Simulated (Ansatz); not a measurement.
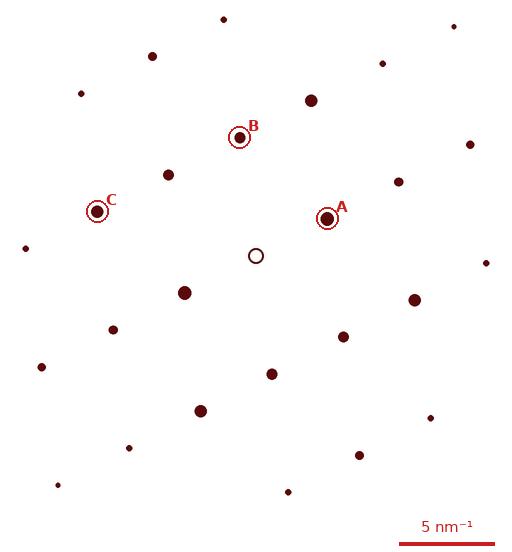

Kinematic zone-axis pattern, calculated for 80 keV electrons with B = 1 Å². The zone axis points towards the electron source and the pattern is seen from the source side.

Ru, space group P6_3/mmc (No. 194), a = 2.72 Å, c = 4.30 Å (hexagonal axes). Structure: coordinates from a relaxation at fixed volume with Ansatz, DFT PBE, spin-orbit coupling, plane waves, PAW.

Spot A is indexed 0 -1 0 and spot B 1 -1 -2.

### Give hkl for C.

C = −2A + B = 1 1 -2 (d = 1.150 Å).

### Give [uvw].

The cross product of A and B is parallel to [201]; every spot obeys hu + kv + lw = 0.
